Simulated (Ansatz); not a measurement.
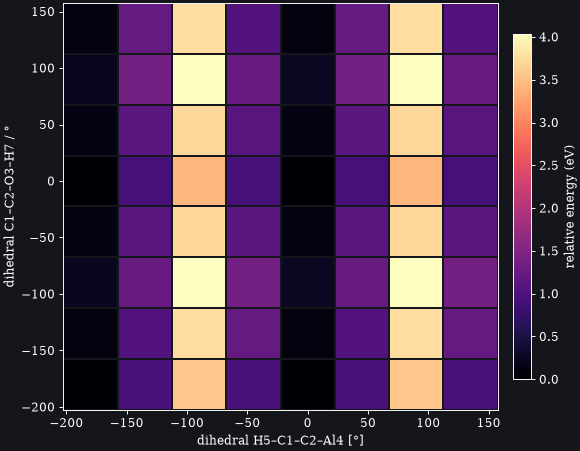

Energy landscape of C₂H₅AlO, SMILES C=[C](O)[AlH2]. The first coordinate is: dihedral H5–C1–C2–Al4; the second: dihedral C1–C2–O3–H7. Nothing is relaxed (all other coordinates rigid). Grid: 8 × 8 points. Energies are in eV, from the lowest grid point. Energies and slopes of some neighbouring points disagree (a jump in structure or state, or too coarse a mesh). The dihedral twists a double bond; near 90° a spin-restricted reference is unreliable. Theory: Ansatz 0.2.0, RKS wB97X-V/def2-SVP.

In the figure: one coloured cell a grid point. 

**Describe this landscape.**

The lowest grid point is at dihedral H5–C1–C2–Al4 = −180°, dihedral C1–C2–O3–H7 = −180°. Other grid points that lie below all their neighbours: dihedral H5–C1–C2–Al4 = 0°, dihedral C1–C2–O3–H7 = −180° (0.0009 eV higher); dihedral H5–C1–C2–Al4 = −180°, dihedral C1–C2–O3–H7 = 0° (0.0023 eV higher); dihedral H5–C1–C2–Al4 = 0°, dihedral C1–C2–O3–H7 = 0° (0.0035 eV higher). The highest grid point, dihedral H5–C1–C2–Al4 = −90°, dihedral C1–C2–O3–H7 = 90°, lies 4.04 eV above the lowest.

The input of one point:

```yaml
crystal:
  periodic: [false, false, false]
  atoms:
    - { symbol: C, position_ang: [-0.316311, 1.273252, -0.665732] }
    - { symbol: C, position_ang: [0.323032, 0.131261, -0.341288] }
    - { symbol: O, position_ang: [1.478701, -0.17458, -1.015155] }
    - { symbol: Al, position_ang: [-0.480023, -0.970196, 1.067985] }
    - { symbol: H, position_ang: [0.071302, 1.942746, -1.444711] }
    - { symbol: H, position_ang: [-1.2414, 1.559177, -0.155956] }
    - { symbol: H, position_ang: [1.830798, -1.009361, -0.688925] }
    - { symbol: H, position_ang: [0.242813, -2.326758, 1.480696] }
    - { symbol: H, position_ang: [-1.82012, -0.471569, 1.746363] }
basis:
  gaussian: { orbitals: def2-SVP }
hamiltonian:
  xc: { name: wB97X-V }
output:
  forces: true
```

The whole map (64 points run) took 16 min on 1 thread of Arm Neoverse V1, on a shared host.
